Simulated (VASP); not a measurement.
Band structure of GaAs (relaxed from the CsCl structure, space group Pm-3m). Calculation: r2SCAN meta-GGA, VASP's PBE PAW potentials (set 64) (plane waves; VASP).

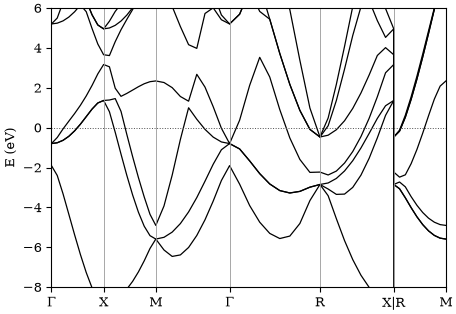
Fig. 1. Bands along high-symmetry lines, zero at the valence-band maximum or, without a gap, the Fermi level

Problem. Read the plot: is there a gap, and where are the band edges?

Solution. It has no gap at this level: it comes out as a metal or semimetal.

The structure was generated: GaAs was put into the CsCl type (Pm-3m), which need not be its known phase. It was relaxed first, which changed the volume by +25 %. VASP warned that the highest band is occupied, so more bands are needed.
